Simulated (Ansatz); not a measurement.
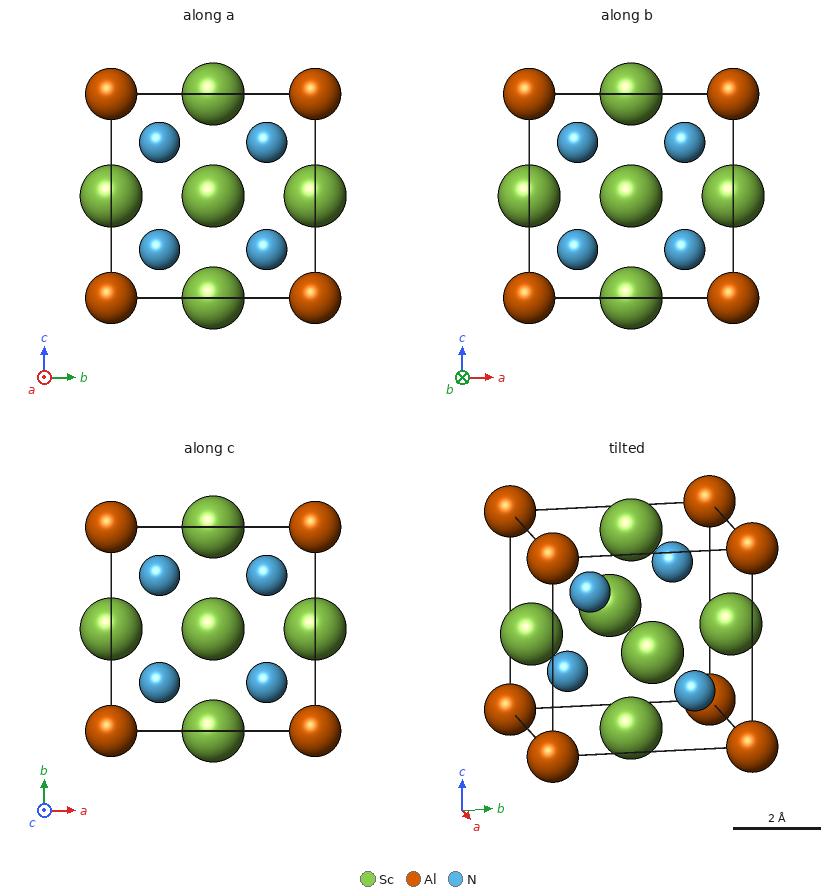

The structure above is drawn in spheres-only style and viewed along the a axis, along the b axis, along the c axis and slightly off an axis. The wireframe shows the conventional unit cell.

Lattice parameters: a = 4.728 Å, b = 4.728 Å, c = 4.728 Å, α = 90.00°, β = 90.00°, γ = 90.00°.

Q: Write down what is shown as a table of Wyckoff sites, with free fractional coordinates to two decimals.

A: Space group P-43m (No. 215).
```tsv
atom	site	x	y	z
Sc	3c	0.50	0.50	0.00
Al	1a	0.00	0.00	0.00
N	4e	0.76	0.76	0.24
```

Its origin is a structure type filled with these elements by a generator (whether the compound takes this form wasn't checked). Earlier steps of the study, as a rule a relaxation of our own, may have changed the cell and positions, so they can lie some per cent off the listed ones. It was the input of a calculation with Ansatz.
